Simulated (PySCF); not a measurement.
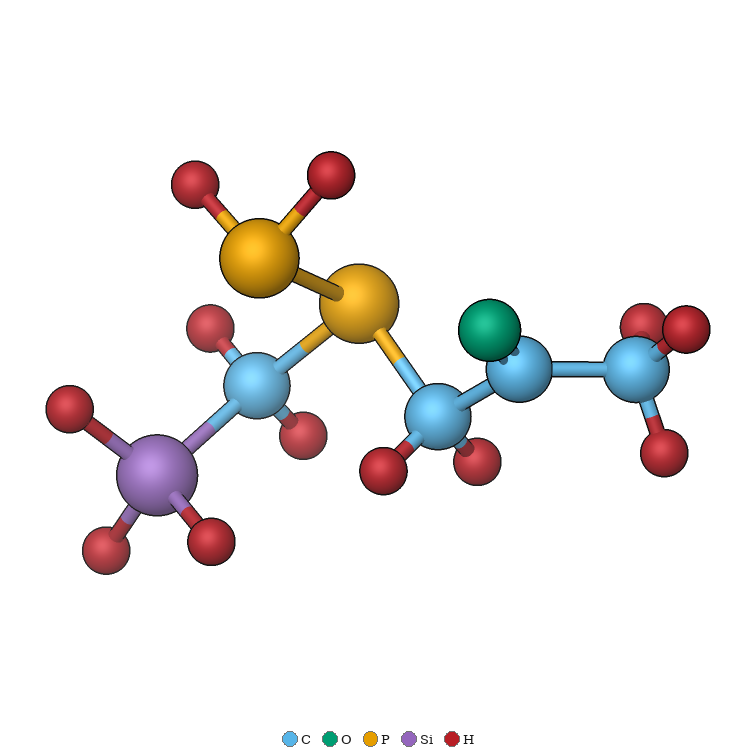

The computed structure is the end point of a PBE0-D3(BJ)/def2-SVP optimisation. No frequency run is at hand to confirm it as a minimum.

Give the structural formula.

SMILES: CC(=O)CP(P)C[SiH3]

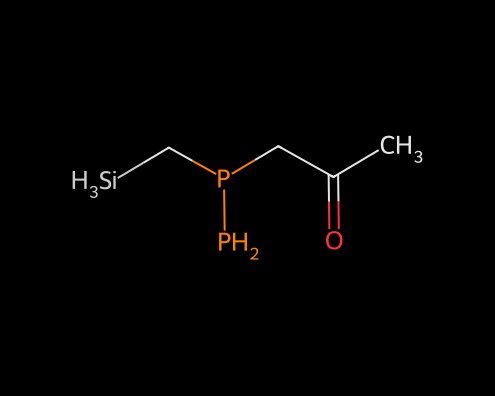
